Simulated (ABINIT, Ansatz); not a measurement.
## BaZrO3 (Pm-3m): third-order response

Aim: Raman and infrared lines of BaZrO3 (Pm-3m).

Calculated with ABINIT 10.8.3; DFT LDA, scalar-relativistic, plane waves, PseudoDojo norm-conserving pseudopotentials.

Experimental background.

“EXAFS study of lead-free relaxor ferroelectric BaTi(1-x)Zr(x)O3 at the Zr K-edge” (2006, arxiv:cond-mat/0602127) reports for BaZrO3, cubic perovskite, by X-ray diffraction (solid-state synthesised powder, 300 K): lattice constant a (cubic cell parameter) 4.192 ± 0.001 Å.

For BaZrO3, cubic perovskite (ceramic, earlier study, 10 K), “Broadband dielectric spectroscopy of Ba(Zr,Ti)O3: dynamics of relaxors and diffuse ferroelectrics” (2013, arxiv:1312.3131) quotes earlier work: static dielectric constant (static permittivity) about 40 [polycrystalline ceramic; value quoted from the authors' earlier paper].

### 1. Set-up

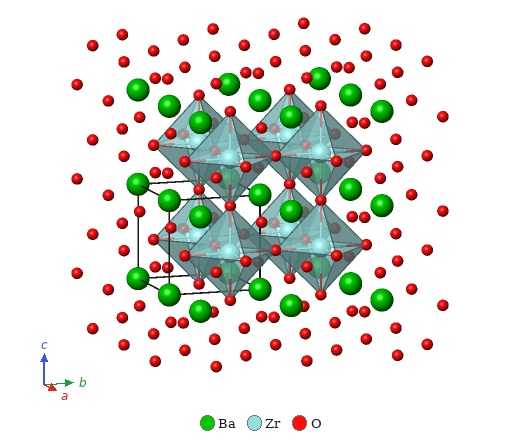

Start, viewed slightly off an axis; barium green, zirconium light teal, oxygen red. 2×2×2 cells are drawn. Some periodic images of atoms are drawn too.

Coordinates:

```cif
data_structure
_symmetry_space_group_name_H-M 'P 1'
_symmetry_Int_Tables_number 1
_cell_length_a 4.1913
_cell_length_b 4.1913
_cell_length_c 4.1913
_cell_angle_alpha 90.000
_cell_angle_beta 90.000
_cell_angle_gamma 90.000
_cell_volume 73.63
loop_
_atom_site_label
_atom_site_type_symbol
_atom_site_fract_x
_atom_site_fract_y
_atom_site_fract_z
_atom_site_occupancy
Ba1 Ba 0.00000 0.00000 0.00000 1
Zr2 Zr 0.50000 0.50000 0.50000 1
O3 O 0.00000 0.50000 0.50000 1
O4 O 0.50000 0.00000 0.50000 1
O5 O 0.50000 0.50000 0.00000 1
```

### 2. A first look

A first run with smearing and empty bands tells whether the crystal has a gap, which decides between fixed occupations and smearing later on.

Input file probe.abi:

```
# ground state
tolvrs 1.0d-08
prtden 1
prtwf 1

# basis, mesh and filling
ecut 36.0
ngkpt 4 4 4
nshiftk 1
shiftk 0.0 0.0 0.0
istwfk *1
occopt 7
tsmear 0.005
nband 29
nstep 100
diemac 9.0
prtebands 0
prtgsr 0

# cell and atoms
acell 3*1.0 Angstrom
rprim 
    4.19134 0.0 0.0
    0.0 4.19134 0.0
    0.0 0.0 4.19134
ntypat 3
znucl 56 40 8
natom 5
typat 1 2 3 3 3
xred 
    0.0 0.0 0.0
    0.5 0.5 0.5
    0.0 0.5 0.5
    0.5 0.0 0.5
    0.5 0.5 0.0
pp_dirpath "./pseudo"
pseudos "Ba.upf, Zr.upf, O.upf"
```

The run is started by

```
> OMP_NUM_THREADS=1 mpirun -n 10 abinit probe.abi > probe.log
```

Numbers of over 12 decimals in the logs are rounded to 6 here.

probe.abo, the main output file:

```text
[banners, grids, parts of the stress and lines that vanish by symmetry left out]
- input  file    -> probe.abi
- output file    -> probe.abo
- root for input  files -> probei
[...]
Symmetries : space group Pm -3 m (#221); Bravais cP (primitive cubic)
[...]
mpw =        5142          nfft =       91125          nkpt =          10
[...]
== DATASET  1 ==================================================================
[...]
cutoff_energies: {ecut:  36.0, pawecutdg:  -1.0, }
[...]
ETOT  1  -128.27107919856    -1.283E+02 8.193E-02 1.401E+03
 ETOT  2  -127.14069221864     1.130E+00 5.262E-02 4.333E+03
 ETOT  3  -128.73418689830    -1.593E+00 1.215E-02 8.812E+01
 ETOT  4  -128.75838781035    -2.420E-02 1.813E-03 1.284E+01
 ETOT  5  -128.76031314091    -1.925E-03 8.980E-04 2.799E+00
[...]
ETOT  9  -128.76123655083    -1.327E-08 2.280E-04 5.400E-07
 ETOT 10  -128.76123655098    -1.520E-10 2.917E-04 5.102E-09
 At SCF step   10       vres2   =  5.10E-09 < tolvrs=  1.00E-08 =>converged.
[...]
sigma(1 1)=  1.91558301E-04  sigma(3 2)=  0.00000000E+00
  sigma(2 2)=  1.91558301E-04  sigma(3 1)=  0.00000000E+00
  sigma(3 3)=  1.91558301E-04  sigma(2 1)=  0.00000000E+00
[...]
convergence: {deltae: -1.520E-10, res2:  5.102E-09, residm:  2.917E-04, diffor: null, }
etotal    :  -1.28761237E+02
[...]
sigma(1 1)=  1.91558301E-04  sigma(3 2)=  0.00000000E+00
  sigma(2 2)=  1.91558301E-04  sigma(3 1)=  0.00000000E+00
  sigma(3 3)=  1.91558301E-04  sigma(2 1)=  0.00000000E+00
[...]
- sigma(1 1)=  5.63583980E+00  sigma(3 2)=  0.00000000E+00
- sigma(2 2)=  5.63583980E+00  sigma(3 1)=  0.00000000E+00
- sigma(3 3)=  5.63583980E+00  sigma(2 1)=  0.00000000E+00
[...]
fcart     -0.0000000000E+00 -0.0000000000E+00 -0.0000000000E+00
           strten      1.9155830127E-04  1.9155830127E-04  1.9155830127E-04
================================================================================

[key lines of the parts left out:]
pressure_GPa:  -5.6358E+00
```

The job ended after 8.4 s (10 MPI ranks of Arm Neoverse V2, shared host).

This step gave:

```yaml
volume_per_atom: 14.73 Å³
pressure: -5.636 GPa
gap_on_the_k_mesh: 3.104 eV
```

A gap of 3.1 eV opens on this mesh, so the crystal is taken as an insulator; the printed pressure holds the stress of the finite basis too.

### 3. Relaxation

The harmonic expansion needs vanishing forces, and a free crystal bears no stress, so cell and atoms are brought to rest. Stress is more sensitive to the basis than forces are: the last 3 Ha under the cutoff are smoothed with ecutsm, and the cutoff is raised above that of the later runs.

Input file relax.abi:

```
# relaxation
ionmov 2
optcell 2
dilatmx 1.08
ntime 40
tolmxf 1.0d-05
tolvrs 1.0d-14
prtwf 0
prtden 0
chksymtnons 0

# basis, mesh and filling
ecut 44.0
ecutsm 3.0
ngkpt 6 6 6
nshiftk 1
shiftk 0.0 0.0 0.0
istwfk *1
occopt 1
nband 20
nstep 100
diemac 9.0
prtebands 0
prtgsr 0

# cell and atoms
acell 3*1.0 Angstrom
rprim 
    4.19134 0.0 0.0
    0.0 4.19134 0.0
    0.0 0.0 4.19134
ntypat 3
znucl 56 40 8
natom 5
typat 1 2 3 3 3
xred 
    0.0 0.0 0.0
    0.5 0.5 0.5
    0.0 0.5 0.5
    0.5 0.0 0.5
    0.5 0.5 0.0
pp_dirpath "./pseudo"
pseudos "Ba.upf, Zr.upf, O.upf"
```

The run is started by

```
> OMP_NUM_THREADS=1 mpirun -n 16 abinit relax.abi > relax.log
```

relax.abo, the main output file:

```text
[banners, grids, parts of the stress and lines that vanish by symmetry left out]
- input  file    -> relax.abi
- output file    -> relax.abo
- root for input  files -> relaxi
[...]
Symmetries : space group Pm -3 m (#221); Bravais cP (primitive cubic)
[...]
mpw =        8746          nfft =      157464          nkpt =          20
[...]
== DATASET  1 ==================================================================
[...]
-    --> not optimal distribution: autoparal keyword recommended in input file <--
[...]
cutoff_energies: {ecut:  44.0, pawecutdg:  -1.0, }
[...]
ETOT  1  -128.32089738385    -1.283E+02 2.104E-01 1.289E+03
 ETOT  2  -128.45278006156    -1.319E-01 4.065E-03 1.359E+03
 ETOT  3  -128.72819183511    -2.754E-01 2.603E-03 1.914E+02
 ETOT  4  -128.76013497379    -3.194E-02 3.091E-04 1.518E+01
 ETOT  5  -128.76166512512    -1.530E-03 3.342E-05 5.691E+00
[...]
At SCF step   19       vres2   =  8.36E-15 < tolvrs=  1.00E-14 =>converged.
[...]
sigma(1 1)=  1.66737858E-04  sigma(3 2)=  0.00000000E+00
  sigma(2 2)=  1.66737858E-04  sigma(3 1)=  0.00000000E+00
  sigma(3 3)=  1.66737858E-04  sigma(2 1)=  0.00000000E+00
[...]
convergence: {deltae:  4.746E-12, res2:  8.358E-15, residm:  4.158E-19, diffor: null, }
etotal    :  -1.28762645E+02
[...]
ETOT  1  -128.75568709623    -1.288E+02 1.244E-04 9.035E+01
[...]
At SCF step   15       vres2   =  3.09E-16 < tolvrs=  1.00E-14 =>converged.
[...]
sigma(1 1)=  8.58004046E-05  sigma(3 2)=  0.00000000E+00
  sigma(2 2)=  8.58004046E-05  sigma(3 1)=  0.00000000E+00
  sigma(3 3)=  8.58004046E-05  sigma(2 1)=  0.00000000E+00
[...]
convergence: {deltae:  1.677E-12, res2:  3.089E-16, residm:  3.255E-19, diffor: null, }
etotal    :  -1.28763587E+02
[...]
ETOT  1  -128.75559960726    -1.288E+02 1.059E-03 9.654E+01
[...]
At SCF step   13       vres2   =  4.24E-15 < tolvrs=  1.00E-14 =>converged.
[...]
sigma(1 1)= -3.77109759E-06  sigma(3 2)=  0.00000000E+00
  sigma(2 2)= -3.77109759E-06  sigma(3 1)=  0.00000000E+00
  sigma(3 3)= -3.77109759E-06  sigma(2 1)=  0.00000000E+00
[...]
convergence: {deltae:  5.798E-12, res2:  4.236E-15, residm:  1.372E-17, diffor: null, }
etotal    :  -1.28763901E+02
[...]
ETOT  1  -128.76388614027    -1.288E+02 5.025E-10 1.765E-01
[...]
ETOT 12  -128.76390151985     5.713E-12 2.505E-18 1.660E-14
 ETOT 13  -128.76390151985    -2.274E-12 8.371E-20 4.117E-16
 At SCF step   13       vres2   =  4.12E-16 < tolvrs=  1.00E-14 =>converged.
[...]
sigma(1 1)=  7.78116375E-08  sigma(3 2)=  0.00000000E+00
  sigma(2 2)=  7.78116375E-08  sigma(3 1)=  0.00000000E+00
  sigma(3 3)=  7.78116375E-08  sigma(2 1)=  0.00000000E+00
[...]
convergence: {deltae: -2.274E-12, res2:  4.117E-16, residm:  8.371E-20, diffor: null, }
etotal    :  -1.28763902E+02
[...]
At Broyd/MD step   4, gradients are converged :
[...]
sigma(1 1)=  7.78116375E-08  sigma(3 2)=  0.00000000E+00
  sigma(2 2)=  7.78116375E-08  sigma(3 1)=  0.00000000E+00
  sigma(3 3)=  7.78116375E-08  sigma(2 1)=  0.00000000E+00
[...]
- sigma(1 1)=  2.28929741E-03  sigma(3 2)=  0.00000000E+00
- sigma(2 2)=  2.28929741E-03  sigma(3 1)=  0.00000000E+00
- sigma(3 3)=  2.28929741E-03  sigma(2 1)=  0.00000000E+00
[...]
fcart     -0.0000000000E+00 -0.0000000000E+00 -0.0000000000E+00
           strten      7.7811637482E-08  7.7811637491E-08  7.7811637491E-08
================================================================================

[key lines of the parts left out:]
pressure_GPa:  -2.2893E-03
Total energy (etotal) [Ha]= -1.28763901519850E+02
```

Wall time 70 s (16 MPI ranks); 19 min of CPU time.

Step by step:

```
step  energy less that of the first step (eV)  largest force (eV/Å)  volume (Å³)
   1                                   0.0000                0.0000        73.63
   2                                  -0.0256                0.0000        72.53
   3                                  -0.0342                0.0000        71.41
   4                                  -0.0342                0.0000        71.46
```

```csv
"conventional cell, symmetrised",before,after,change
a (Å),4.191,4.150,-1.0 %
b (Å),4.191,4.150,-1.0 %
c (Å),4.191,4.150,-1.0 %
volume (Å³/atom),14.73,14.29,-2.9 %
```

Final coordinates:

```xyz
5
Lattice="4.1497 0.0000 0.0000 0.0000 4.1497 0.0000 0.0000 0.0000 4.1497" Properties=species:S:1:pos:R:3 pbc="T T T"
Ba    0.0000    0.0000    0.0000
Zr    2.0749    2.0749    2.0749
O     0.0000    2.0749    2.0749
O     2.0749    0.0000    2.0749
O     2.0749    2.0749    0.0000
```

This step gave:

- volume per atom: 14.29 Å³
- pressure: -0.002289 GPa

The volume changes by -2.9 % in this run and stands -2.9 % from the first cell.

### 4. Ground state

The response is built on these wavefunctions, so the potential is converged far more tightly than an energy would need. The mesh is shifted off Γ, since shifted meshes converge sums over the zone faster.

Input file gs.abi:

```
# ground state
tolvrs 1.0d-16
prtden 1
prtwf 1

# basis, mesh and filling
ecut 36.0
ngkpt 6 6 6
nshiftk 1
shiftk 0.5 0.5 0.5
istwfk *1
occopt 1
nband 20
nstep 100
diemac 9.0
prtebands 0
prtgsr 0

# cell and atoms
acell 3*1.0 Angstrom
rprim 
    4.149715995 0.0 0.0
    0.0 4.149715995 0.0
    0.0 0.0 4.149715995
ntypat 3
znucl 56 40 8
natom 5
typat 1 2 3 3 3
xred 
    0.0 0.0 0.0
    0.5 0.5 0.5
    0.0 0.5 0.5
    0.5 0.0 0.5
    0.5 0.5 0.0
pp_dirpath "./pseudo"
pseudos "Ba.upf, Zr.upf, O.upf"
```

The run is started by

```
> OMP_NUM_THREADS=1 mpirun -n 16 abinit gs.abi > gs.log
```

gs.abo, the main output file:

```text
[banners, grids, parts of the stress and lines that vanish by symmetry left out]
- input  file    -> gs.abi
- output file    -> gs.abo
- root for input  files -> gsi
[...]
Symmetries : space group Pm -3 m (#221); Bravais cP (primitive cubic)
[...]
mpw =        4984          nfft =       91125          nkpt =          10
[...]
== DATASET  1 ==================================================================
[...]
-    --> not optimal distribution: autoparal keyword recommended in input file <--
[...]
cutoff_energies: {ecut:  36.0, pawecutdg:  -1.0, }
[...]
ETOT  1  -128.36721254609    -1.284E+02 1.773E-01 7.521E+02
 ETOT  2  -128.47534112656    -1.081E-01 1.759E-02 7.314E+02
 ETOT  3  -128.72889540754    -2.536E-01 5.565E-03 1.091E+02
 ETOT  4  -128.76191214521    -3.302E-02 2.587E-04 3.463E+00
 ETOT  5  -128.76160943011     3.027E-04 2.483E-05 4.233E+00
[...]
ETOT 19  -128.76287249855     5.571E-12 1.086E-20 1.051E-16
 ETOT 20  -128.76287249855     1.023E-12 1.309E-21 7.569E-18
 At SCF step   20       vres2   =  7.57E-18 < tolvrs=  1.00E-16 =>converged.
[...]
sigma(1 1)=  2.67816215E-05  sigma(3 2)=  0.00000000E+00
  sigma(2 2)=  2.67816215E-05  sigma(3 1)=  0.00000000E+00
  sigma(3 3)=  2.67816215E-05  sigma(2 1)=  0.00000000E+00
[...]
convergence: {deltae:  1.023E-12, res2:  7.569E-18, residm:  1.309E-21, diffor: null, }
etotal    :  -1.28762872E+02
[...]
sigma(1 1)=  2.67816215E-05  sigma(3 2)=  0.00000000E+00
  sigma(2 2)=  2.67816215E-05  sigma(3 1)=  0.00000000E+00
  sigma(3 3)=  2.67816215E-05  sigma(2 1)=  0.00000000E+00
[...]
- sigma(1 1)=  7.87942508E-01  sigma(3 2)=  0.00000000E+00
- sigma(2 2)=  7.87942508E-01  sigma(3 1)=  0.00000000E+00
- sigma(3 3)=  7.87942508E-01  sigma(2 1)=  0.00000000E+00
[...]
fcart     -0.0000000000E+00 -0.0000000000E+00 -0.0000000000E+00
           strten      2.6781621512E-05  2.6781621512E-05  2.6781621512E-05
================================================================================

[key lines of the parts left out:]
pressure_GPa:  -7.8794E-01
```

Elapsed: 9.4 s, on 16 MPI ranks.

This step gave:

```yaml
pressure: -0.7879 GPa
```

The cell stands at -0.79 GPa: the relaxation ran with a smoothed and higher cutoff and on another k mesh.

### 5. Empty bands

Empty bands on the ground state's density check that the gap assumed so far is there in this cell.

Input file gap.abi:

```
# empty bands on the ground state's density
iscf -2
getden_filepath "gso_DEN"
tolwfr 1.0d-12
nbdbuf 2
prtwf 0

# basis, mesh and filling
ecut 36.0
ngkpt 6 6 6
nshiftk 1
shiftk 0.0 0.0 0.0
istwfk *1
occopt 1
nband 24
nstep 100
diemac 9.0
prtebands 0
prtgsr 0

# cell and atoms
acell 3*1.0 Angstrom
rprim 
    4.149715995 0.0 0.0
    0.0 4.149715995 0.0
    0.0 0.0 4.149715995
ntypat 3
znucl 56 40 8
natom 5
typat 1 2 3 3 3
xred 
    0.0 0.0 0.0
    0.5 0.5 0.5
    0.0 0.5 0.5
    0.5 0.0 0.5
    0.5 0.5 0.0
pp_dirpath "./pseudo"
pseudos "Ba.upf, Zr.upf, O.upf"
```

The run is started by

```
> OMP_NUM_THREADS=1 mpirun -n 16 abinit gap.abi > gap.log
```

gap.abo, the main output file:

```text
[banners, grids, parts of the stress and lines that vanish by symmetry left out]
- input  file    -> gap.abi
- output file    -> gap.abo
- root for input  files -> gapi
[...]
Symmetries : space group Pm -3 m (#221); Bravais cP (primitive cubic)
[...]
mpw =        5017          nfft =       91125          nkpt =          20
[...]
== DATASET  1 ==================================================================
[...]
-    --> not optimal distribution: autoparal keyword recommended in input file <--
[...]
cutoff_energies: {ecut:  36.0, pawecutdg:  -1.0, }
[...]
-outvars: echo values of variables after computation
            acell      1.8897261259E+00  1.8897261259E+00  1.8897261259E+00 Bohr
================================================================================
```

The job ended after 10 s (16 MPI ranks).

This step gave:

| Quantity | Value |
| --- | --- |
| gap on the k-mesh | 3.173 eV |

In this cell the gap on the mesh is 3.2 eV, indirect (smallest direct 3.3 eV), so fixed occupations hold.

(Part 1 of 3 ends here.)

[Host names and launcher messages were left out of these logs when they were recorded.]

[Logs are printed without paths, hosts, clocks, repeated set-up lines and the standing remarks that a program may print on its own settings, such as how far it seeks lower states.]

[Hosts, paths, dates, database ids (printed as entryN), source tags and the programs' standing remarks are cut or masked in the printed files.]
